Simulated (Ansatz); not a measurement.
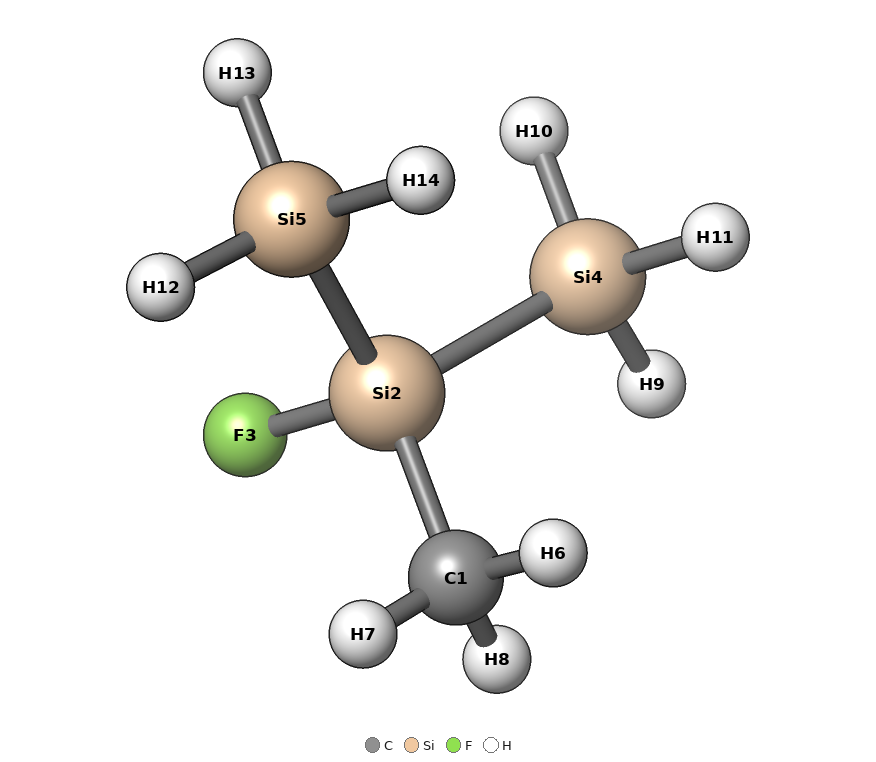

Atoms carry their numbers in the input. The computed structure is the end point of a PBE-D4/def2-SVP optimisation. No frequency run is at hand to confirm it as a minimum.

Give the bond lengths.

```tsv
bond	length (Å)	order
C1–Si2	1.885	single
C1–H6	1.110	single
C1–H7	1.109	single
C1–H8	1.109	single
Si2–F3	1.658	single
Si2–Si4	2.358	single
Si2–Si5	2.358	single
Si4–H9	1.507	single
Si4–H10	1.505	single
Si4–H11	1.508	single
Si5–H12	1.506	single
Si5–H13	1.505	single
Si5–H14	1.508	single
```
